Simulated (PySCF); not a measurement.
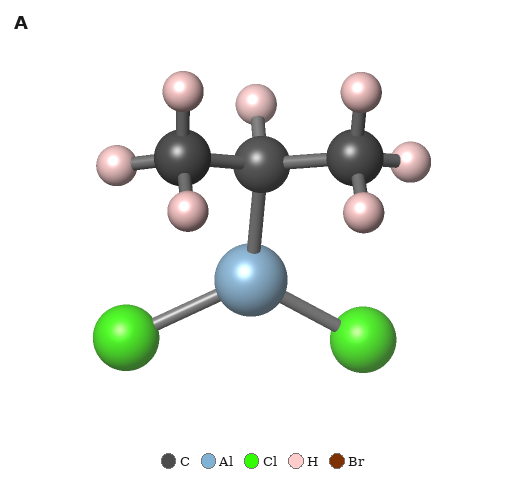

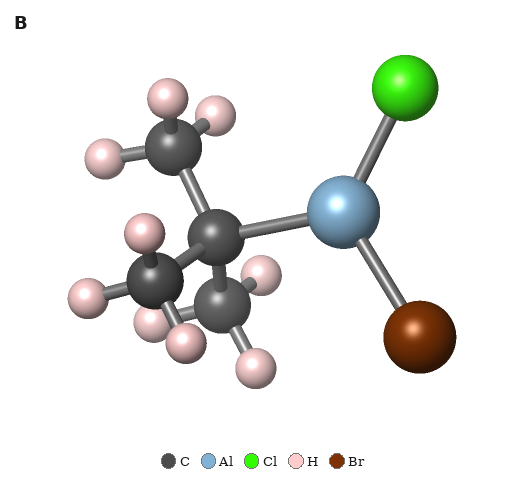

Two related species, optimised with GFN2-xTB; properties computed with PySCF 2.14.0. Both: charge 0, singlet.

> What are A and B?

A is C3H7AlCl2, B is C4H9AlBrCl.

Compare them. With CAM-B3LYP/def2-SVPD: dipole moment (D), HOMO–LUMO gap (eV), HOMO energy (Kohn–Sham orbital) (eV), lowest vertical singlet excitation (eV), mean static polarisability (bohr³). With GFN2-xTB: mean Al–C length (Å), mean Al–Cl length (Å).

```json
{"quantity": "dipole moment (D)", "A": "1.74", "B": "1.91"}
{"quantity": "HOMO–LUMO gap (eV)", "A": "9.06", "B": "8.74"}
{"quantity": "HOMO energy (Kohn–Sham orbital) (eV)", "A": "−9.15", "B": "−8.88"}
{"quantity": "lowest vertical singlet excitation (eV)", "A": "5.76", "B": "5.42"}
{"quantity": "mean static polarisability (bohr³)", "A": "86.3", "B": "107.5"}
{"quantity": "mean Al–C length (Å)", "A": "2.027", "B": "2.035"}
{"quantity": "mean Al–Cl length (Å)", "A": "2.037", "B": "2.026"}
```

Each is one conformer, and no frequency run is at hand to confirm it as a minimum.

The geometry is semi-empirical. Around Al, Br such bond lengths and angles can be off by a tenth of an ångström or more and by several degrees, and values that hang on the shape move with them.
